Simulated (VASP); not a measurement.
Band structure of SnTePbSe (space group R3m). These are PBEsol GGA, VASP's PBE PAW potentials (set 64) (plane waves; VASP 6.6.1) values and carry that method's errors.

Unless said otherwise, spin-orbit coupling is left out, though it shifts the bands of the heavy elements here.

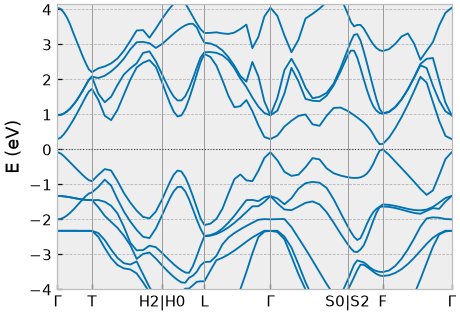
Fig. 1. Bands along high-symmetry lines, zero at the valence-band maximum or, without a gap, the Fermi level

Problem. Read the plot: is there a gap, and where are the band edges?

Solution. The gap is indirect, 0.15 eV, from the valence maximum at F to the conduction minimum at S2-F at 0.91. (Edges off the drawn lines would not show.)

The structure comes from a computed database's SnTePbSe entry (R3m); how it stands against other phases isn't given here. It was relaxed first, which changed the volume by -6 %.
